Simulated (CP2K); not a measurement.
**NH3 (ammonia): DFTB2**

What is the energy change on altering one bond length of NH3 (ammonia) at DFTB2? 

The results are computed with CP2K 2026.2.

5 further runs of the same task are left out: 2 that didn't finish, 3 set aside as unsound or not needed.

## (1) The molecule

NH3: 4 atoms, total charge 0, spin state singlet. As SMILES, `N`. Geometry: relaxed at PBE0-D4/def2-TZVP.

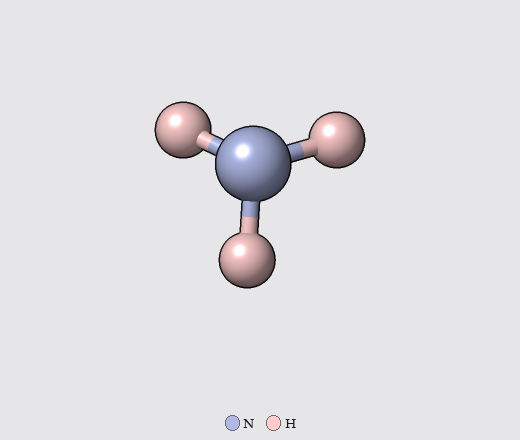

Viewed from a chosen angle; nitrogen light blue, hydrogen pink.

## (2) A single-point energy at DFTB2

The input, molecule.xyz:

```xyz
4

N     -0.069910     0.249470     0.110930
H      0.490470    -0.301820     0.749180
H     -0.887480    -0.301940    -0.118910
H      0.466920     0.354280    -0.741200
```

The input, run.inp:

```
&global
  project run
  run_type ENERGY
  print_level MEDIUM
&end global

&force_eval
  method Quickstep
  &dft
    &qs
      method DFTB
      eps_default 1.0E-10
      &dftb
        self_consistent T
        &parameter
          param_file_path DFTB/scc
          param_file_name scc_parameter
          uff_force_field uff_table
        &end parameter
      &end dftb
    &end qs
    &poisson
      periodic NONE
      poisson_solver ANALYTIC
    &end poisson
    &scf
      scf_guess ATOMIC
      eps_scf 1.0E-07
      max_scf 100
      &diagonalization
        algorithm STANDARD
      &end diagonalization
      &mixing
        method BROYDEN_MIXING
        alpha 0.4
        nbuffer 8
      &end mixing
    &end scf
    &print
      &moments
        periodic F
        reference COM
        max_moment 1
      &end moments
      &mo ON
        energies T
        occupation_numbers T
        ndigits 6
        &each
          qs_scf 0
        &end each
        add_last NUMERIC
      &end mo
      &hirshfeld OFF
      &end hirshfeld
    &end print
  &end dft
  &subsys
    &cell
      abc 9.4 8.7 9.5
      periodic NONE
    &end cell
    &topology
      coord_file_name molecule.xyz
      coord_file_format XYZ
      &center_coordinates
      &end center_coordinates
    &end topology
  &end subsys
&end force_eval
```

On the command line:

```sh
$ OMP_NUM_THREADS=1 cp2k.psmp -i run.inp -o run.out
```

Log, cut to the lines that bear on the results:

```text
CP2K| version string:                                       CP2K version 2026.2
[...]
 GLOBAL| Method name                                                        CP2K
[...]
 GLOBAL| Run type                                                         ENERGY
[...]
                             - Atoms:                                          4
[...]
                             - Spherical basis functions:                      7
[...]
 Number of electrons:                                                          8
[...]
     1 NoMix/Diag. 0.40E+00    0.0     0.76490004        -2.6049346220 -2.60E+00
[...]
    17 NoMix/Diag. 0.40E+00    0.0     0.00000006        -3.4916604848 -1.38E-14
  *** SCF run converged in    17 steps ***
[...]
 TB_DIPOLE| Moment [Debye]          0.20873337      -0.74488163      -0.33121839
 TB_DIPOLE| Derivative [a.u.]       0.00000000       0.00000000       0.00000000
[...]
 ENERGY| Total FORCE_EVAL ( QS ) energy [hartree]             -3.491660484799382
[...]
```

Run time: 0.3 s. Hardware: 1 thread of Arm Neoverse V1, shared host.

## (3) The distorted shape, same level

The input, molecule.xyz:

```xyz
4

N     -0.338349     0.197060     0.537033
H      0.222031    -0.354230     1.175283
H     -1.155919    -0.354350     0.307193
H      0.466920     0.354280    -0.741200
```

The input, run.inp:

```
&GLOBAL
 PROJECT run
 RUN_TYPE ENERGY
 PRINT_LEVEL MEDIUM
&END

&FORCE_EVAL
 METHOD QUICKSTEP
 &DFT
  CHARGE 0
  MULTIPLICITY 1
  &QS
   METHOD DFTB
   EPS_DEFAULT 1.0E-10
   &DFTB
    SELF_CONSISTENT T
    &PARAMETER
     PARAM_FILE_PATH DFTB/scc
     PARAM_FILE_NAME scc_parameter
     UFF_FORCE_FIELD uff_table
    &END
   &END
  &END
  &POISSON
   PERIODIC NONE
   POISSON_SOLVER ANALYTIC
  &END
  &SCF
   SCF_GUESS ATOMIC
   EPS_SCF 1.0E-07
   MAX_SCF 40
   &OT ON
    MINIMIZER CG
    PRECONDITIONER FULL_SINGLE_INVERSE
   &END
   &OUTER_SCF
    EPS_SCF 1.0E-07
    MAX_SCF 10
   &END
  &END
  &PRINT
   &MOMENTS
    PERIODIC F
    REFERENCE COM
    MAX_MOMENT 1
   &END
   &MO_CUBES
    NLUMO 3
    NHOMO -1
    WRITE_CUBE F
   &END
   &HIRSHFELD OFF
   &END
  &END
 &END
 &SUBSYS
  &CELL
   ABC [angstrom] 9.6 8.7 9.9
   PERIODIC NONE
  &END
  &TOPOLOGY
   COORD_FILE_NAME molecule.xyz
   COORD_FILE_FORMAT XYZ
   &CENTER_COORDINATES
   &END
  &END
 &END
&END
```

On the command line:

```sh
$ OMP_NUM_THREADS=1 cp2k.psmp -i run.inp -o run.out
```

Log, cut to the lines that bear on the results:

```text
CP2K| version string:                                       CP2K version 2026.2
[...]
 GLOBAL| Method name                                                        CP2K
[...]
 GLOBAL| Run type                                                         ENERGY
[...]
                             - Atoms:                                          4
[...]
                             - Spherical basis functions:                      7
[...]
 Number of electrons:                                                          8
[...]
     1 OT CG       0.80E-01    0.0     0.66092267        -1.6429059849 -1.64E+00
[...]
    37 OT CG       0.53E-01    0.0     0.00000006        -3.4083527897 -2.62E-14
  *** SCF run converged in    37 steps ***
[...]
 TB_DIPOLE| Moment [Debye]          0.07074718      -0.82935021      -0.11217847
 TB_DIPOLE| Derivative [a.u.]       0.00000000       0.00000000       0.00000000
 *** WARNING in qs_scf_post_tb.F:608 :: Printing of MO cube files not ***
 *** implemented for TB methods.                                      ***
 ENERGY| Total FORCE_EVAL ( QS ) energy [hartree]             -3.408352789690046
[...]
```

Run time: 0.65 s. Hardware: 1 thread of Arm Neoverse V1, shared host.

## (4) Summary of results

Level: DFTB2.

| quantity | value |
| --- | --- |
| first shape: total energy | -3.49166 Eh |
| first shape: dipole moment (from atomic charges alone) | 0.84 D |
| first shape: HOMO energy | -6.40 eV |
| distorted shape: total energy | -3.40835 Eh |
| distorted shape: dipole moment (from atomic charges alone) | 0.84 D |
| energy change with the N1–H4 bond stretched from 1.013 to 1.519 Å | 2.267 eV |

What this shows: One bond (distorted shape) is far stretched, which a spin-restricted single reference describes badly. With the N1–H4 bond stretched from 1.013 to 1.519 Å the energy rises by 2.27 eV (219 kJ/mol). The first shape isn't relaxed at this level, so the change isn't measured from a minimum. A restricted reference can't describe the breaking bond well at this length. The dipole (first shape) comes from point charges on the atoms alone, without atomic dipoles, so it is partial. The dipole (distorted shape) comes from point charges on the atoms alone, without atomic dipoles, so it is partial.
